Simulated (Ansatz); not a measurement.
```yaml
atoms:
  - { symbol: C, position_ang: [-0.2069, -1.2263, 1.3520] }
  - { symbol: C, position_ang: [0.3217, -0.5492, 0.0994] }
  - { symbol: N, position_ang: [1.6706, -0.9272, -0.1353] }
  - { symbol: F, position_ang: [-0.4274, -1.0077, -0.9543] }
  - { symbol: N, position_ang: [0.0990, 0.8723, 0.0854] }
  - { symbol: Si, position_ang: [-1.0959, 1.7236, -0.8461] }
  - { symbol: H, position_ang: [-0.0427, -2.3016, 1.2950] }
  - { symbol: H, position_ang: [-1.2734, -1.0308, 1.4446] }
  - { symbol: H, position_ang: [0.2949, -0.8339, 2.2380] }
  - { symbol: H, position_ang: [2.1205, -0.3207, -0.7948] }
  - { symbol: H, position_ang: [2.2145, -0.9893, 0.7026] }
  - { symbol: H, position_ang: [0.6439, 1.3776, 0.7546] }
  - { symbol: H, position_ang: [-0.9889, 3.1334, -0.3980] }
  - { symbol: H, position_ang: [-0.8518, 1.6699, -2.3044] }
  - { symbol: H, position_ang: [-2.4750, 1.2447, -0.5949] }
```

The calculation used Ansatz 0.2.0, RHF/def2-SVP.

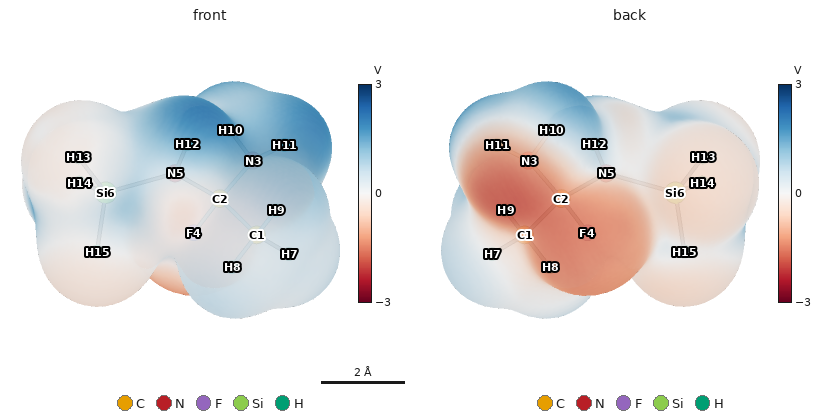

C$_{2}$H$_{9}$FN$_{2}$Si (SMILES CC(N)(F)N[SiH3]). The molecular electrostatic potential painted on the density surface at 0.002 e/bohr³, seen from the front and from behind; the colour scale runs from red (negative) to blue (positive).

> Describe the electrostatic potential map.

The most negative region (about −1.8 V, or −42 kcal/mol for a unit charge) lies over N3, the most positive (about +2.0 V, or +46 kcal/mol for a unit charge) over H11 and H12. N3 is the likeliest acceptor of a hydrogen bond.
